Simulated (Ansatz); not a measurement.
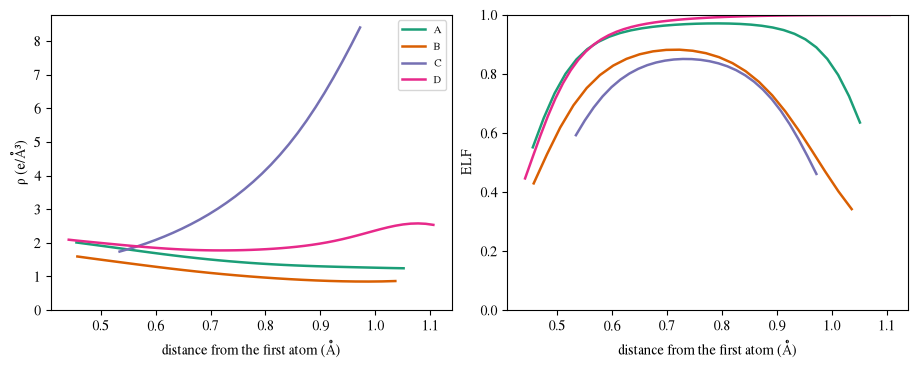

The picture shows: CH₃BF₂Ga (charge +1). Total electron density and electron localisation function along straight lines between neighbouring atoms. The curves leave out the atomic cores.

Geometry: B3LYP-D3(BJ)/def2-SVP.

All numbers below come from isolated molecule in a Gaussian basis; Kohn-Sham density functional theory, functional PBE0 in Ansatz.

Input file:

```
basis:
  gaussian: {orbitals: def2-TZVPD}
crystal:
  periodic: [false, false, false]
  atoms:
    - symbol: C
      position_ang: [1.302994, -0.455650, -0.202788]
    - symbol: B
      position_ang: [-0.091589, 0.293597, -0.310298]
    - symbol: F
      position_ang: [-0.519876, 0.881766, -1.382839]
    - symbol: F
      position_ang: [-0.843665, 0.296388, 0.795118]
    - symbol: Ga
      position_ang: [1.382162, -1.118443, 1.605724]
    - symbol: H
      position_ang: [1.384083, -1.293485, -0.919234]
    - symbol: H
      position_ang: [2.156746, 0.218321, -0.399444]
    - symbol: H
      position_ang: [1.388506, -1.622249, 3.060039]
total_charge: 1
hamiltonian: {xc: pbe0}
output: {forces: true, orbitals: {seedname: orbitals}}
```

Command:

```sh
ansatz run input.yaml --threads 2 --pin off --max-ram 4350MiB --events-out events.jsonl --progress --plain --runs-dir runs
```

Question: Which curve belongs to which contact (B–F, C–B, C–Ga and C–H)? The first atom named is at distance zero.

Answer: Curve A: C–B (1.59 Å): ρ is about 1.4 e/Å³ halfway; the ELF peaks at about 1 between the atoms: a shared electron pair. Curve B: C–Ga (1.93 Å): ρ is about 0.85 e/Å³ halfway; the ELF peaks at about 0.90 in the valence shell of C, 0.7 Å from its nucleus, and is about 0.55 at the midpoint. Curve C: B–F (1.30 Å): ρ is about 2.4 e/Å³ halfway; the ELF peaks at about 0.85 between the atoms; a short, strongly polar bond. Curve D: C–H (1.11 Å): the density is about 1.9 e/Å³ at the midpoint; the ELF climbs to about 1 towards the hydrogen, as it does in any bond to H: an ordinary covalent bond to hydrogen.
